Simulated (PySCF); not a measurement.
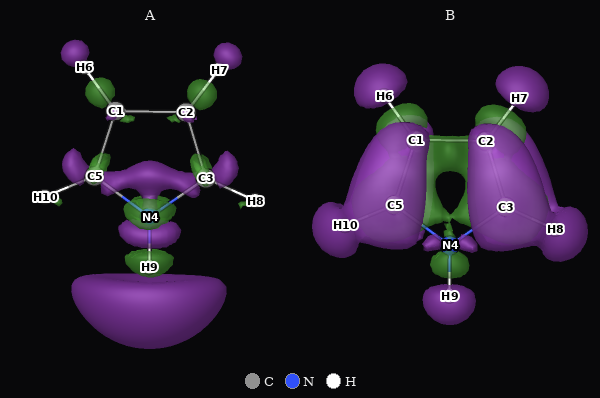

Figure. C4H5N, SMILES `c1cc[nH]c1`. The two Fukui functions at ±0.02 e/Å³ (purple positive, green negative).

Method: B3LYP/6-311G**; geometry: GFN2-xTB; program: PySCF. No frequency check shows the geometry to be a minimum.

Cartesian coordinates (Å):

```
C1      -0.9747   -0.7067    0.0000
C2      -0.9778    0.7025    0.0000
C3       0.3275    1.1091    0.0000
N4       1.1154    0.0023    0.0000
C5       0.3323   -1.1076    0.0000
H6      -1.8360   -1.3450    0.0000
H7      -1.8418    1.3371    0.0000
H8       0.7482    2.0954    0.0000
H9       2.1214    0.0045    0.0000
H10      0.7574   -2.0920    0.0000
```

Q: Which panel is f⁻ (electron removed) and which f⁺ (electron added)?

A: A is f⁺, B is f⁻. f⁻ (Hirshfeld-condensed) is largest on C3 and C5 (0.19 each) and C1 and C2 (0.12 each); the vertical ionisation energy is 8.20 eV. f⁺ (Hirshfeld-condensed) is largest on H9 (0.34); the vertical electron affinity is −2.63 eV (the stability of the anion's solution wasn't checked; negative, but this basis has no diffuse functions, so it doesn't show that the anion is unbound).

Q: What chemical potential and hardness follow from the two energies?

A: μ = −(I + A)/2 = −2.79 eV and η = I − A = 10.83 eV.
